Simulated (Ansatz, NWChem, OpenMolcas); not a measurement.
# CH3Cl3Si (methyltrichlorosilane): the HOMO–LUMO gap, rung by rung

CH3Cl3Si has 8 atoms, charge 0, and is taken as a singlet. As SMILES, `C[Si](Cl)(Cl)Cl`. The coordinates come from a PBE0-D4/def2-TZVP relaxation.

Quantity: the HOMO–LUMO gap, in eV. The values are calculated.

| level | kind | program | value (eV) |
| --- | --- | --- | --- |
| BLYP/cc-pVDZ | GGA | Ansatz | 6.99 |
| PBE/cc-pVDZ | GGA | Ansatz | 7.05 |
| revPBE/cc-pVDZ | GGA | NWChem | 7.12 |
| TPSS/cc-pVDZ | meta-GGA | OpenMolcas | 7.41 |
| r2SCAN/cc-pVDZ | meta-GGA | Ansatz | 7.83 |
| M06-2X/cc-pVDZ | hybrid meta-GGA | NWChem | 11.75 |
| wB97X/cc-pVDZ | range-separated hybrid | Ansatz | 14.18 |
| B2PLYP/cc-pVDZ | double hybrid | OpenMolcas | 12.22 |

The values span 6.99 to 14.18 eV. Orbital gaps aren't excitation energies, and those of double hybrids come from the SCF part alone; they tend to grow with the share of exact exchange.

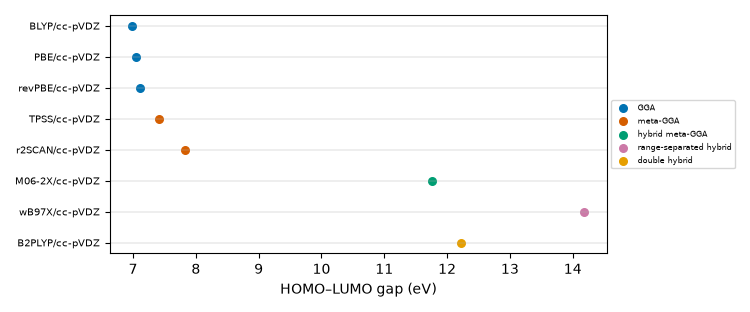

The values of the table, level by level.
